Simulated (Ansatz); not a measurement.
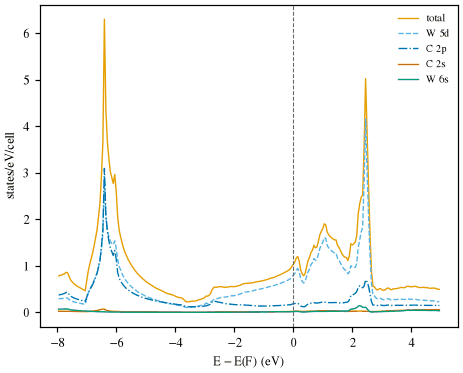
*Total and projected density of states of WC (rock salt, Fm-3m), r²SCAN (plane waves, PAW; program Ansatz)*

**Question.** Which orbitals carry the states next to the Fermi level?

**Answer.** Within 0.5 eV of the Fermi level: W 5d 78 %, C 2p 17 %. Projections are on Löwdin-orthogonalised atomic valence shells; empty p or d shells of many metals are not among them.

**Question.** Where is the tallest occupied peak in this window, and what makes it?

**Answer.** Near -6.4 eV, about 6.3 states/eV per cell; the largest projected share is C 2p.

The workflow started from a Materials Project entry (that database holds measured and hypothetical structures alike); the Crystallography Open Database copy checked does not list it. It is not the phase usual at ambient conditions (space group No. 187). The r²SCAN relaxation kept the symmetry of its start; whether a distortion lowers the energy is not shown. The run is not spin-polarised. Its formation energy is positive at this level, so the cell may be metastable or incomplete. Spin–orbit coupling is left out wherever it is not named.

Potentials: the earlier of the program's two PAW sets.
